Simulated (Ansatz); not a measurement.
# Quasi-harmonic thermodynamics of ScAl3 (Pm-3m), part 2 of 3

Aim: the lattice, expansion, heat capacity and bulk modulus of ScAl3 as it warms. The starting cell is a computed one from a database.

Ansatz 0.2.0; DFT PBEsol, scalar-relativistic, plane waves, PAW; PAW set soft_1.

So far. Step 2 (Probe on a coarse mesh): The start is under -0.89 GPa at this level and looks like a metal on this mesh.

## Step 4: Tight relaxation

The thresholds are tightened for a last relaxation ahead of the phonons, and where mesh or smearing change with them the cell follows.

input.yaml reads:

```yaml
crystal:
  lattice:
    - [4.07125165, 0.0, 0.0]
    - [0.0, 4.07125165, 0.0]
    - [0.0, 0.0, 4.07125165]
  atoms:
    - { symbol: Sc, position: [0.0, 0.0, 0.0] }
    - { symbol: Al, position: [0.5, 0.0, 0.5] }
    - { symbol: Al, position: [0.0, 0.5, 0.5] }
    - { symbol: Al, position: [0.5, 0.5, 0.0] }
kpoints:
  mp_grid: { grid: [10, 10, 10] }
hamiltonian:
  xc: pbesol
  pseudopotentials: { kind: paw, azcp: { folder: soft_1 }, xc_functional: pbe }
scf:
  occupations: { method: methfessel_paxton, width: 0.2 }
  lower_state_search: "off"
output:
  forces: true
  stress: true
  eigenvalues: true
  write_density: true
  write_potential: true
  elf: true
  volumetric_format: npy
relax:
  adjacent_minimum: "off"
  f_tol: 0.001
  max_steps: 60
  cell: { stress_tol: 0.01 }
```

Launch:

```bash
$ ansatz run input.yaml --threads 8 --pin off --max-ram 16384MiB --backend cpu --events-out ev --progress --plain --runs-dir out
```

Numbers of over 12 decimals in the logs are rounded to 6 here.

The program printed:

```text
[...]
Crystal: 4 atoms, lattice volume = 67.481 Å³
Basis set: ecut = 420 eV, 1357 PW (Γ), exchange–correlation on 60×60×60 points (8 copies of the dense FFT grid, shifted against one another)
Bands: 14, of which v1, the nominal top of the filled ones, is band 10 counted from 1 (9 counted from 0)
Symmetry: 48 space group operations
[...]
k-points: 56 of 1000
[...]
SCF iter   1: F=—  HF=-3687.267394 eV  |F-HF|=—  |Δ(HF+E_count)|=         —  Δρ=2.63e-2  dr2=9.33e-1  ethr=3.10e-3  ⟨swp⟩=5.2  Hψ=4089  notcnv=0
[...]
SCF iter   7: F=-3686.906863 eV  HF=-3686.906863 eV  |F-HF|=1.95e-10  |Δ(HF+E_count)|=   3.43e-9  S|Δr|=    0.00e0  Δρ=2.03e-6  dr2=1.95e-9  ethr=5.00e-10  ⟨swp⟩=7.4  Hψ=4511  notcnv=0
SCF 1 converged in 7 iterations: F = -3686.906863 eV  dr2 = 1.95e-9
[...]
relax step   1: F+E_penalty+E_count = -3686.90686303 eV  Δ(F+E_penalty+E_count) = +0.000e0 eV  max|allowed force component| = 7.190e-31 eV/Å  Δτ_max = 0.0000 Å  P = -0.019 GPa  Ω = 67.481 Å³  (7 SCF iters, dr2 threshold 1.00e-7 eV, accepted)
Crystal: 4 atoms, lattice volume = 67.458 Å³
[...]
SCF iter   4: F=-3686.906867 eV  HF=-3686.906867 eV  |F-HF|=1.31e-10  |Δ(HF+E_count)|=   4.10e-9  S|Δr|=    0.00e0  Δρ=5.99e-7  dr2=2.31e-10  ethr=4.48e-12  ⟨swp⟩=4.1  Hψ=3567  notcnv=0
SCF 2 converged in 4 iterations: F = -3686.906867 eV  dr2 = 2.31e-10
relax step   2: F+E_penalty+E_count = -3686.90686679 eV  Δ(F+E_penalty+E_count) = -3.760e-6 eV  max|allowed force component| = 1.126e-30 eV/Å  Δτ_max = 0.0000 Å  P = +0.012 GPa  Ω = 67.458 Å³  energy of the carried Pulay correction = +3.292e-6 eV  (4 SCF iters, dr2 threshold 8.96e-10 eV, accepted)
Crystal: 4 atoms, lattice volume = 67.467 Å³
[...]
SCF iter   4: F=-3686.906866 eV  HF=-3686.906866 eV  |F-HF|=1.18e-11  |Δ(HF+E_count)|=  3.93e-10  S|Δr|=    0.00e0  Δρ=1.76e-7  dr2=2.03e-11  ethr=1.94e-12  ⟨swp⟩=5.1  Hψ=3082  notcnv=0
SCF 3 converged in 4 iterations: F = -3686.906866 eV  dr2 = 2.03e-11
relax step   3: F+E_penalty+E_count = -3686.90686584 eV  Δ(F+E_penalty+E_count) = +9.519e-7 eV  max|allowed force component| = 5.300e-31 eV/Å  Δτ_max = 0.0000 Å  P = -0.000 GPa  Ω = 67.467 Å³  energy of the carried Pulay correction = +1.986e-6 eV  (4 SCF iters, dr2 threshold 3.87e-10 eV, accepted)
[...]
SCF iter   1: F=—  HF=-3686.906861 eV  |F-HF|=—  |Δ(HF+E_count)|=         —  Δρ=7.22e-7  dr2=3.11e-10  ethr=9.10e-8  ⟨swp⟩=2.9  Hψ=6358  notcnv=0
eigensolver tolerance schedule: the retry pair's looser diagonalisation over-reported the residual by 58602.56 of it (diagonalisation noise at an unbounded share of the residual, at the tolerance the schedule requests for it); recorded, not acted on — ethr = c·dr2/N_el stays at c = 1.0e-1
SCF iter   2: F=—  HF=-3686.906863 eV  |F-HF|=—  |Δ(HF+E_count)|=   1.39e-6  S|Δr|=    0.00e0  Δρ=4.50e-7  dr2=1.40e-10  ethr=1.55e-12  ⟨swp⟩=3.2  Hψ=1677  notcnv=0
[...]
SCF iter   5: F=-3686.906863 eV  HF=-3686.906863 eV  |F-HF|=9.09e-13  |Δ(HF+E_count)|=  1.82e-12  S|Δr|=    0.00e0  Δρ=1.25e-8  dr2=1.27e-13  ethr=1.00e-12  ⟨swp⟩=4.0  Hψ=2497  notcnv=0
SCF 4 converged in 5 iterations: F = -3686.906863 eV  dr2 = 1.27e-13
relax step   4: F+E_penalty+E_count = -3686.90686264 eV  Δ(F+E_penalty+E_count) = +3.198e-6 eV  max|allowed force component| = 3.718e-31 eV/Å  Δτ_max = 0.0000 Å  P = -0.000 GPa  Ω = 67.467 Å³  stress off target by 8.81e-5 GPa  SCF on the basis re-selected at this cell (its energy is not comparable with the rows above)  (5 SCF iters)
[...]
SCF converged after 5 iterations
Stability not checked: this state was not tested for a lower state beside it, because cold or Methfessel-Paxton smearing, or corrected tetrahedra, fill the levels in a way that the test cannot read (fill_not_monotonic; see scf.lower_state_search)
Free energy (F): -3686.906863 eV
[...]
Internal energy: -3686.908488 eV  (E = F + TS)
E sigma→0 (E₀):  -3686.907269 eV
Entropy (-TS):   0.001626 eV (0.406 meV/atom)
Fermi energy:    9.267772 eV
[...]
--- Stress (GPa, compression-positive) ---
       -0.000088      -0.000000      -0.000000
       -0.000000      -0.000088       0.000000
       -0.000000       0.000000      -0.000088
  P = ⅓ Tr σ = -0.0001 GPa (-0.001 kbar)
--- Band table (eV; the first three rows and the last of 56) ---
  k-point 0: bands = [... 6 lower, 6.6145, 7.4451, 7.4451, 7.4451, 10.4705, 10.5585, 10.5585, 10.5585]
  k-point 1: bands = [... 6 lower, 6.6868, 7.4552, 7.4552, 7.9591, 10.5046, 10.5046, 10.5882, 10.8632]
  k-point 2: bands = [... 6 lower, 6.8969, 7.4793, 7.4793, 8.5854, 10.3923, 10.3923, 10.6689, 11.6758]
  k-point 55: bands = [... 6 lower, 4.4444, 4.7378, 6.2971, 6.2971, 6.2971, 10.1996, 11.8911, 11.8911]
--- Relaxed structure (3 steps of the walk, 3 accepted, 1 SCFs on fresh bases) ---
[...]
cell:  # Å, volume = 67.4675 Å³
    - [4.070972, 0, 0]
    - [0, 4.070972, 0.0]
    - [0, 0.0, 4.070972]
  atoms:
    - { symbol: Sc, position: [0, 0, 0] }
    - { symbol: Al, position: [0.5, 0, 0.5] }
    - { symbol: Al, position: [0, 0.5, 0.5] }
    - { symbol: Al, position: [0.5, 0.5, 0] }
```

Run time: 1.8 s. Hardware: 8 threads of Arm Neoverse V2, shared host; peak memory 0.44 GiB; 12 s of CPU time.

Little changed from the start: no atom moved by 0.005 Å and no cell edge by 0.1 %.

This step gave:

```yaml
pressure: -8.81e-5 GPa
```

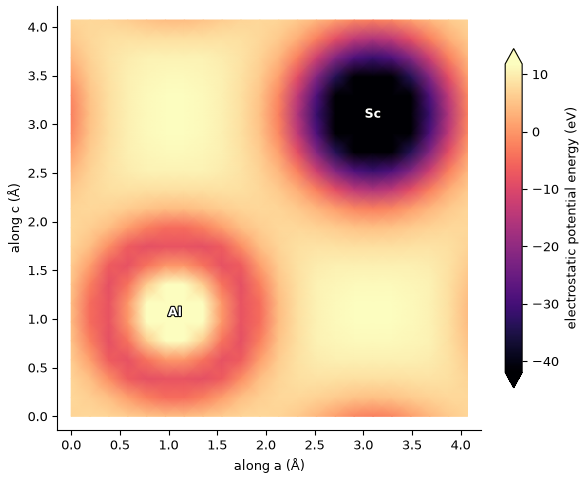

Electrostatic potential energy in the ac plane at fractional y = 0.000, with atoms of Sc and Al within 0.2 Å of it. With pseudopotentials it is smooth inside the atoms' cores, unlike the true potential. The map starts off the cell's origin, so that atoms lie inside it.

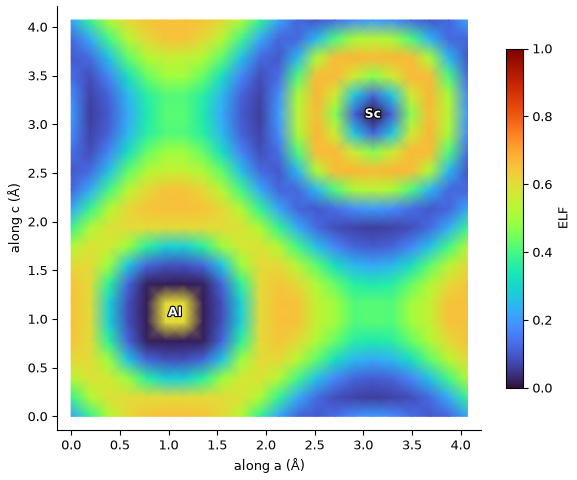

ELF in the ac plane at fractional y = 0.000, with atoms of Sc and Al within 0.2 Å of it. It is the smooth field of the valence electrons, not physical close to the nuclei. The map starts off the cell's origin, so that atoms lie inside it.

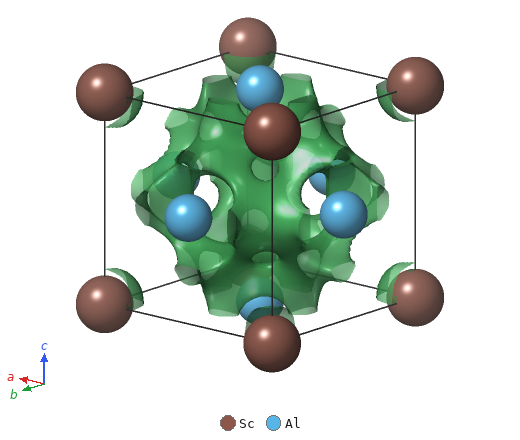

Surface of ELF = 0.64.

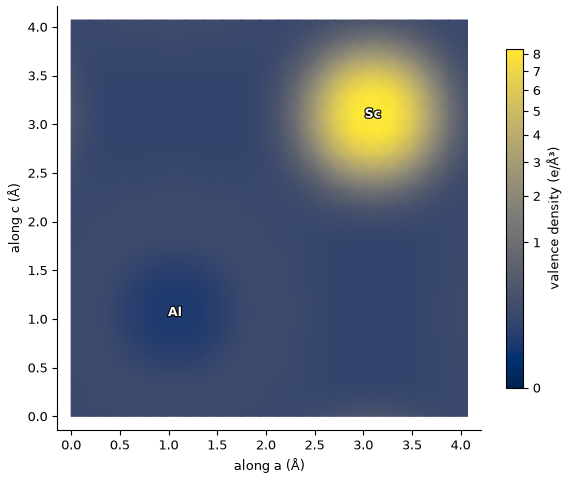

Valence density in the ac plane at fractional y = 0.000, with atoms of Sc and Al within 0.2 Å of it. It is the smooth field of the valence electrons, not physical close to the nuclei. The map starts off the cell's origin, so that atoms lie inside it. The colour scale is stretched toward low values.

The residual pressure is -8.8e-5 GPa, small enough for phonons.

## Step 5: A new level, relaxed again

The functional, the potentials or the cutoff change, so the crystal is relaxed again at the new setting.

input.yaml, the sections that differ from step 4:

```yaml
crystal:
  lattice:
    - [4.0709720483, 0.0, 0.0]
    - [0.0, 4.0709720483, 0.0]
    - [0.0, 0.0, 4.0709720483]
  atoms:
    - { symbol: Sc, position: [0.0, 0.0, 0.0] }
    - { symbol: Al, position: [0.5, 0.0, 0.5] }
    - { symbol: Al, position: [0.0, 0.5, 0.5] }
    - { symbol: Al, position: [0.5, 0.5, 0.0] }
output:
  forces: true
  stress: true
  eigenvalues: true
basis:
  ecutwfc: 550.0
# kpoints, hamiltonian, scf, relax: as in step 4
```

The program printed:

```text
[...]
Crystal: 4 atoms, lattice volume = 67.467 Å³
Basis set: ecut = 550 eV, 1935 PW (Γ), exchange–correlation on 64×64×64 points (8 copies of the dense FFT grid, shifted against one another)
Bands: 14, of which v1, the nominal top of the filled ones, is band 10 counted from 1 (9 counted from 0)
Symmetry: 48 space group operations
[...]
k-points: 56 of 1000
[...]
--- Relaxed structure (1 steps of the walk, 1 accepted, 1 SCFs on fresh bases) ---
[...]
cell:  # Å, volume = 67.4675 Å³
    - [4.0709720483, 0.0, 0.0]
    - [0.0, 4.0709720483, 0.0]
    - [0.0, 0.0, 4.0709720483]
  atoms:
    - { symbol: Sc, position: [0.0, 0.0, 0.0] }
    - { symbol: Al, position: [0.5, 0.0, 0.5] }
    - { symbol: Al, position: [0.0, 0.5, 0.5] }
    - { symbol: Al, position: [0.5, 0.5, 0.0] }
[key lines of the parts left out:]
SCF converged after 5 iterations
Free energy (F): -3686.907772 eV
Fermi energy:    9.267680 eV
P = ⅓ Tr σ = -0.0033 GPa (-0.033 kbar)
```

Run time: 1.3 s. Hardware: 8 threads; peak memory 0.47 GiB; 8 s of CPU time.

Little changed from the start: no atom moved by 0.005 Å and no cell edge by 0.1 %.

This step gave:

```yaml
pressure: -0.003321 GPa
```

The residual pressure is -0.0033 GPa, small enough for phonons.

[end of part 2 of 3]

[Logs are printed without paths, hosts, clocks, repeated set-up lines and the standing remarks that a program may print on its own settings, such as how far it seeks lower states.]

[Hosts, paths, dates, database ids (printed as entryN), source tags and the programs' standing remarks are cut or masked in the printed files.]

[A step with changed settings may run another functional than the one named; its input shows which.]
